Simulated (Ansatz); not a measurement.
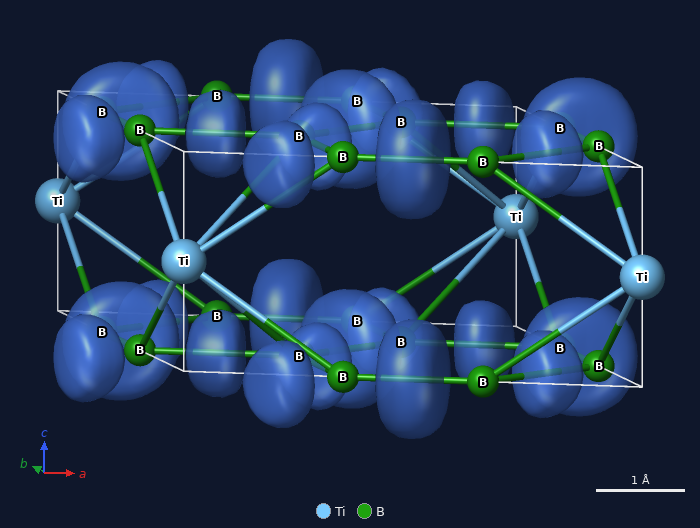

TiB6. Isosurface of the electron localisation function at 0.8 (blue), seen at an oblique angle. Core shells and regions of very low density are left out. Sticks mark near contacts.

Space group P6/mmm; a structure generated by program, which may or may not match a known phase; computed without spin polarisation.

The calculation used DFT PBE+D3(BJ), scalar-relativistic, plane waves, PAW in Ansatz 0.2.0.

```cif
data_structure
_symmetry_space_group_name_H-M 'P 1'
_symmetry_Int_Tables_number 1
_cell_length_a 5.3919
_cell_length_b 5.3919
_cell_length_c 2.5242
_cell_angle_alpha 90.000
_cell_angle_beta 90.000
_cell_angle_gamma 120.000
_cell_volume 63.55
loop_
_atom_site_label
_atom_site_type_symbol
_atom_site_fract_x
_atom_site_fract_y
_atom_site_fract_z
_atom_site_occupancy
Ti1 Ti 0.00000 0.00000 0.50000 1
B1 B 0.34727 0.34727 0.00000 1
B2 B 0.00000 0.65273 0.00000 1
B3 B 0.65273 0.00000 0.00000 1
B4 B 0.00000 0.34727 0.00000 1
B5 B 0.65273 0.65273 0.00000 1
B6 B 0.34727 0.00000 0.00000 1
```

Q: What do the ELF domains correspond to?

A: At this value the surface marks out nine regions between bonded B–B atoms, counted in one cell of 7 atoms. Any copies at cell faces, edges or corners count once.

Values along the shortest contacts:
B–B (1.65 Å): the ELF peaks at about 1 between the atoms. Ti–B (2.26 Å): the ELF peaks at about 0.65 in the valence shell of B, 0.7 Å from its nucleus, and is about 0.20 at the midpoint.
